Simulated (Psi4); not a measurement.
**GeF4 (SMILES [F][Ge]([F])([F])[F]): PBE/def2-SVP**

Aim: the energy change on altering one bond length of GeF4 at PBE/def2-SVP, from 2 runs. 

The calculation is run with Psi4 1.11.

5 further runs of the same task are left out: 5 that didn't finish.

## 1. The molecule

The species is GeF4 (5 atoms), meant as a singlet with charge 0. SMILES: `[F][Ge]([F])([F])[F]`. The coordinates come from a PBE0-D4/def2-TZVP relaxation.

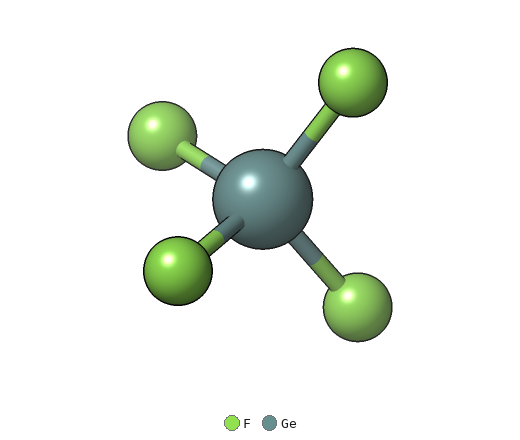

The structure, seen from a chosen angle (fluorine green, germanium teal).

## 2. Energy and gradient at PBE/def2-SVP

f4ge.xyz

```xyz
5
F4Ge
F     -0.454480     0.095450     1.626500
Ge     0.000000     0.000000     0.000000
F      1.278170    -1.095570    -0.164850
F     -1.316060    -0.525960    -0.923330
F      0.492370     1.526090    -0.538320
```

f4ge.py

```python
import psi4

psi4.set_memory(2200000000)
psi4.set_num_threads(1)
psi4.core.set_output_file('f4ge.out', False)

with open('f4ge.xyz') as f:
    atoms = ''.join(f.readlines()[2:])
geom = psi4.geometry('0 1\n' + atoms + 'symmetry c1\nno_reorient\nno_com')

options = {'basis': 'def2-SVP', 'reference': 'rks', 'puream': True, 'e_convergence': 1e-09, 'd_convergence': 1e-08, 'scf_type': 'pk', 'dft_radial_points': 99, 'dft_spherical_points': 590}
psi4.set_options(options)

e, wfn = psi4.gradient("pbe", molecule=geom, return_wfn=True)
psi4.oeprop(wfn, "MAYER_INDICES", "LOWDIN_CHARGES", "MULLIKEN_CHARGES")
print('gradient / Eh bohr^-1')
print(e.np.round(6))
print(f'energy = {wfn.energy():.10f} Eh')
```

On the command line:

```
$ python f4ge.py
```

f4ge.out:

```text
[...]
  Running in c1 symmetry.
[...]
  Nuclear repulsion =  453.504144493716979
[...]
  Multiplicity = 1
[...]
  Nalpha       = 34
  Nbeta        = 34
[...]
    Number of basis functions: 88
[...]
   @RKS iter   1: -2474.04614975092727   -1.99017e+00   2.76368e-02 ADIIS/DIIS
[...]
   @RKS iter  10: -2475.24684458274078   -1.90994e-11   3.31700e-09 DIIS
[...]
    Orbital Energies [Eh]
    ---------------------
    Doubly Occupied:
       1A   -397.132295     2A    -49.257351     3A    -43.884547
       4A    -43.884547     5A    -43.884547     6A    -24.292091
       7A    -24.292023     8A    -24.292022     9A    -24.292021
      10A     -6.093059    11A     -4.310877    12A     -4.310876
      13A     -4.310876    14A     -1.234311    15A     -1.234310
      16A     -1.234309    17A     -1.215003    18A     -1.215003
      19A     -1.112412    20A     -1.062623    21A     -1.062621
      22A     -1.062618    23A     -0.556044    24A     -0.460905
      25A     -0.460903    26A     -0.460901    27A     -0.395525
      28A     -0.395522    29A     -0.392625    30A     -0.392624
      31A     -0.392623    32A     -0.372741    33A     -0.372741
      34A     -0.372739
[...]
  @RKS Final Energy: -2475.24684458274078
   => Energetics <=
    Nuclear Repulsion Energy =            453.5041444937169786
    One-Electron Energy =               -4353.4296792991772236
    Two-Electron Energy =                1545.0080036781805575
    DFT Exchange-Correlation Energy =    -120.3293134554610191
    Empirical Dispersion Energy =           0.0000000000000000
    VV10 Nonlocal Energy =                  0.0000000000000000
    Total Energy =                      -2475.2468445827407777
[...]
 Multipole Moments:
 ------------------------------------------------------------------------------------
     Multipole            Electronic (a.u.)      Nuclear  (a.u.)        Total (a.u.)
 ------------------------------------------------------------------------------------
 L = 1.  Multiply by 2.5417464519 to convert [e a0] to [Debye]
 Dipole X            :          0.0000042           -0.0000000            0.0000042
 Dipole Y            :         -0.0001728            0.0001701           -0.0000027
 Dipole Z            :          0.0000043            0.0000000            0.0000043
 Magnitude           :                                                    0.0000066
[...]
  -Total Gradient:
     Atom            X                  Y                   Z
    ------   -----------------  -----------------  -----------------
       1        0.005221542250    -0.001184496272    -0.018793732189
       2        0.000002371768     0.000002794698     0.000002504776
       3       -0.014752696155     0.012561512126     0.001856763884
       4        0.015229794365     0.006118683528     0.010652816185
       5       -0.005669942154    -0.017667653608     0.006282245131
[...]
  Mulliken Charges: (a.u.)
   Center  Symbol    Alpha    Beta     Spin     Total
       1     F     4.64772  4.64772  0.00000 -0.29545
       2    GE    15.40910 15.40910  0.00000  1.18180
       3     F     4.64772  4.64772  0.00000 -0.29545
       4     F     4.64773  4.64773  0.00000 -0.29545
       5     F     4.64772  4.64772  0.00000 -0.29545
   Total alpha = 34.00000, Total beta = 34.00000, Total charge = -0.00000
  Lowdin Charges: (a.u.)
   Center  Symbol    Alpha    Beta     Spin     Total
       1     F     4.56498  4.56498  0.00000 -0.12996
[...]
```

Standard output:

```text
gradient / Eh bohr^-1
[[ 5.2220e-03 -1.1840e-03 -1.8794e-02]
 [ 2.0000e-06  3.0000e-06  3.0000e-06]
 [-1.4753e-02  1.2562e-02  1.8570e-03]
 [ 1.5230e-02  6.1190e-03  1.0653e-02]
 [-5.6700e-03 -1.7668e-02  6.2820e-03]]
energy = -2475.2468445827 Eh
```

Run time: 17 s. Hardware: 1 thread of AMD EPYC 7R43 (Zen 3), shared host; peak memory 0.83 GiB.

## 3. The distorted shape, same level

f4ge.json

```json
{
  "schema_name": "qcschema_input",
  "schema_version": 1,
  "molecule": {
    "schema_name": "qcschema_molecule",
    "schema_version": 2,
    "symbols": ["F", "Ge", "F", "F", "F"],
    "geometry": [-1.22111835, 0.49089416, 3.12036302, -0.36227562, 0.3105198, 0.04672348, 2.41539124, -2.07032725, -0.31152135, -2.84926858, -0.68340056, -1.69811734, 0.56816884, 3.19441194, -0.97055389],
    "molecular_charge": 0,
    "molecular_multiplicity": 1,
    "fix_symmetry": "c1",
    "fix_com": true,
    "fix_orientation": true
  },
  "driver": "gradient",
  "model": {
    "method": "pbe",
    "basis": "def2-SVP"
  },
  "keywords": {
    "puream": true,
    "e_convergence": 1e-09,
    "d_convergence": 1e-08,
    "scf_type": "pk",
    "dft_radial_points": 99,
    "dft_spherical_points": 590,
    "scf_properties": ["DIPOLE", "MULLIKEN_CHARGES", "LOWDIN_CHARGES"]
  }
}
```

On the command line:

```
$ psi4 --qcschema f4ge.json -n 1 --memory 2200MB
```

stdout, cut to the lines that bear on the results:

```text
[...]
  Running in c1 symmetry.
[...]
  Nuclear repulsion =  438.452774640062330
[...]
  Multiplicity = 1
[...]
  Nalpha       = 34
  Nbeta        = 34
[...]
    Number of basis functions: 88
[...]
   @RKS iter   1: -2474.03152700926603   -2.19966e+00   2.74628e-02 DIIS/ADIIS
[...]
   @RKS iter  12: -2475.22787203993857    4.54747e-13   2.01798e-09 DIIS
[...]
  @RKS Final Energy: -2475.22787203993857
   => Energetics <=
    Nuclear Repulsion Energy =            438.4527746400623300
    One-Electron Energy =               -4323.1595159089820299
    Two-Electron Energy =                1529.7266197741637370
    DFT Exchange-Correlation Energy =    -120.2477505451823845
    Empirical Dispersion Energy =           0.0000000000000000
    VV10 Nonlocal Energy =                  0.0000000000000000
    Total Energy =                      -2475.2278720399385747
[...]
 Multipole Moments:
 ------------------------------------------------------------------------------------
     Multipole            Electronic (a.u.)      Nuclear  (a.u.)        Total (a.u.)
 ------------------------------------------------------------------------------------
 L = 1.  Multiply by 2.5417464519 to convert [e a0] to [Debye]
 Dipole X            :         21.1248860          -21.3742615           -0.2493755
 Dipole Y            :        -18.1070973           18.3208382            0.2137409
 Dipole Z            :         -2.7245151            2.7566853            0.0321702
 Magnitude           :                                                    0.3300125
[...]
  Mulliken Charges: (a.u.)
   Center  Symbol    Alpha    Beta     Spin     Total
       1     F     4.64119  4.64119  0.00000 -0.28238
       2    GE    15.40881 15.40881  0.00000  1.18238
       3     F     4.66762  4.66762  0.00000 -0.33524
[...]
  -Total Gradient:
     Atom            X                  Y                   Z
    ------   -----------------  -----------------  -----------------
       1        0.003624910868    -0.000004558180    -0.017541725786
       2       -0.067419439153     0.057792502998     0.008698641000
       3        0.057349370421    -0.049157665148    -0.007395565011
       4        0.013013437014     0.006741557214     0.010179822048
       5       -0.006672643625    -0.015550129551     0.006067292328
[...]
```

The result, in JSON:

```text
{
 "driver": "gradient",
 "model": {
  "method": "pbe",
  "basis": "def2-SVP"
 },
 "success": true,
 "return_result": [0.003624910868437581, -4.558180243349752e-06, -0.017541725786261397, -0.06741943915296103, 0.05779250299803708, 0.008698640999669724, 0.05734937042079469, -0.04915766514772035, -0.007395565010621542, 0.013013437013872337, 0.00674155721439057, 0.010179822048484027, -0.0066726436248502885, -0.0155501295507533, 0.006067292327890203],
 "properties": {
  "calcinfo_nbasis": 88,
  "calcinfo_nmo": 88,
  "calcinfo_nalpha": 34,
  "calcinfo_nbeta": 34,
  "calcinfo_natom": 5,
  "nuclear_repulsion_energy": 438.45277464006233,
  "return_energy": -2475.2278720399386,
  "return_gradient": [0.003624910868437581, -4.558180243349752e-06, -0.017541725786261397, -0.06741943915296103, 0.05779250299803708, 0.008698640999669724, 0.05734937042079469, -0.04915766514772035, -0.007395565010621542, 0.013013437013872337, 0.00674155721439057, 0.010179822048484027, -0.0066726436248502885, -0.0155501295507533, 0.006067292327890203],
  "scf_one_electron_energy": -4323.159515908982,
  "scf_two_electron_energy": 1529.7266197741637,
  "scf_xc_energy": -120.24775054518238,
  "scf_dipole_moment": [-0.24937551888403675, 0.2137409062312443, 0.03217021866749725],
  "scf_total_energy": -2475.2278720399386,
  "scf_total_gradient": [0.003624910868437581, -4.558180243349752e-06, -0.017541725786261397, -0.06741943915296103, 0.05779250299803708, 0.008698640999669724, 0.05734937042079469, -0.04915766514772035, -0.007395565010621542, 0.013013437013872337, 0.00674155721439057, 0.010179822048484027, -0.0066726436248502885, -0.0155501295507533, 0.006067292327890203],
  "scf_iterations": 12
 }
}
```

Wall time 20 s (1 thread of AMD EPYC 7R43 (Zen 3), shared host); peak memory 0.82 GiB.

## 4. What came out

Level: PBE/def2-SVP.

```
                                                          quantity           value
                                         first shape: total energy  -2475.24684 Eh
                                        first shape: dipole moment          0.00 D
                                          first shape: HOMO energy       -10.14 eV
                                          first shape: LUMO energy        -2.68 eV
                                        first shape: HOMO–LUMO gap         7.46 eV
                             first shape: largest force on an atom      1.007 eV/Å
                                     distorted shape: total energy  -2475.22787 Eh
                                    distorted shape: dipole moment          0.84 D
                                      distorted shape: HOMO energy        -9.15 eV
                                      distorted shape: LUMO energy        -3.76 eV
                                    distorted shape: HOMO–LUMO gap         5.39 eV
                         distorted shape: largest force on an atom      4.588 eV/Å
energy change with the Ge2–F3 bond stretched from 1.691 to 1.945 Å        0.516 eV
```

With the Ge2–F3 bond stretched from 1.691 to 1.945 Å the energy rises by 0.52 eV (11.9 kcal/mol). The first shape isn't relaxed at this level, so the change isn't measured from a minimum. The largest force (first shape) is 1.01 eV/Å: the shape isn't a stationary point for this species at this level. Mulliken charges (first shape) run from -0.30 on F1 to +1.18 on Ge2; they depend strongly on the basis.
